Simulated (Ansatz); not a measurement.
# Amorphous Zr$_{20}$O$_{41}$Na$_{2}$

It comes from a melt-quench run on a machine-learned potential (CHGNet), relaxed afterwards by DFT. O atoms were pushed apart under 1.9 Å during the dynamics, to hinder bonds among them. The hot cell started wider than the set density and was brought back towards it in steps. It is the lowest in DFT energy of 2 quenches. It is a model cell: composition and starting density were chosen by hand, and all elements were melted together. No dispersion term was used.

Methods: PBE, scalar-relativistic without spin-orbit coupling (Ansatz, a program for electronic structure); r2SCAN, scalar-relativistic without spin-orbit coupling (Ansatz); HSE06, scalar-relativistic without spin-orbit coupling (Ansatz). Geometry, pressure, stress and energy are those of the PBE run. Its sampling: a 2×2×2 Γ-centred mesh; Fermi-Dirac width 0.02 eV; no spin polarisation. Other functionals are single points at the zone centre (r2SCAN at 500 eV; exact exchange cut at the cell's faces), free to take moments where seeds were set.

```yaml
number_of_atoms_in_the_cell: 63
Density (held, not predicted): 5.16 g/cm^3
volume_per_atom: 12.91 Å³
Pressure on a 2×2×2 Γ-centred mesh: -1.54 GPa
Largest force and stress component on that mesh (the relaxation ran on the zone centre alone): 0.13 eV/Å and 1.6 GPa
Gap on a 2×2×2 Γ-centred mesh (PBE): 3.31 eV
Gap at the zone centre (PBE): 3.44 eV
Gap at the zone centre (r2SCAN): 3.89 eV
Gap at the zone centre (HSE06): 4.95 eV
```

Neighbours within Zr-Zr 3.41 Å, Zr-O 2.88 Å, Zr-Na 3.53 Å, O-O 1.58 Å, O-Na 2.78 Å, Na-Na 3.65 Å count as bonded. Two cations that share two anions don't count as bonded, nor two that share one unless they lie closer than Zr-Zr 3.32 Å, Zr-Na 3.43 Å, Na-Na 3.55 Å.

| Property | Value |
|---|---|
| Mean coordination of Zr by anions | 6.50 (1 with 5, 9 with 6, 9 with 7, 1 with 8); 1 close contacts or bonds to cations besides |
| Mean coordination of O | 3.39 (26 with 3, 14 with 4, 1 with 5) |
| Mean coordination of Na by anions | 4.50 (1 with 4, 1 with 5); 1 close contacts or bonds to cations besides |
| Mean Zr-O bond | 2.181 Å (spread 0.145 Å, 130 counted) |
| Mean O-Na bond | 2.422 Å (spread 0.158 Å, 9 counted) |

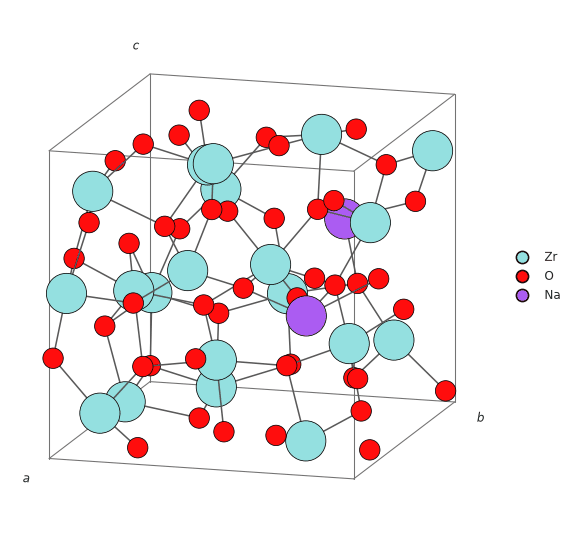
*The relaxed cell*

Its density started from a set value of 5.16 g/cm³. The simulated quench (nominally 380 K/ps over its main leg) is rapid and tends to freeze in more defects than a deposited or slowly cooled glass has. Values belong to this one cell and scatter from quench to quench. The volume was held where the preparation left it and the shape relaxed, at a PBE pressure of -1.5 GPa (tension). Stress components on the final sampling reach 1.6 GPa. On a 2×2×2 Γ-centred mesh force components of up to 0.13 eV/Å stay, since the relaxation ran on the zone centre alone.
